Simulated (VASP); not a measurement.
Band structure of HgTe (zinc blende). These are RPBE GGA, VASP's PBE PAW potentials (set 64) (plane waves; VASP) values and carry that method's errors.

Unless said otherwise, spin-orbit coupling is left out, though it shifts the bands of the heavy elements here.

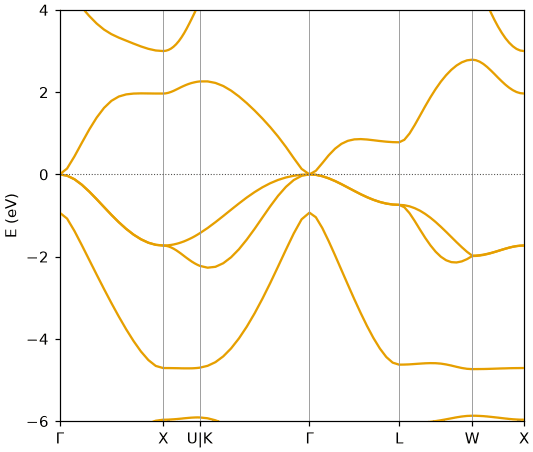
Bands along high-symmetry lines, zero at the valence-band maximum or, without a gap, the Fermi level

### Question
Read the plot: is there a gap, and where are the band edges?

### Answer
It has no gap at this level: it comes out as a metal or semimetal. (Edges off the drawn lines would not show.)

The compound is HgTe in the zinc blende structure. It was relaxed first, which changed the volume by +15 %.
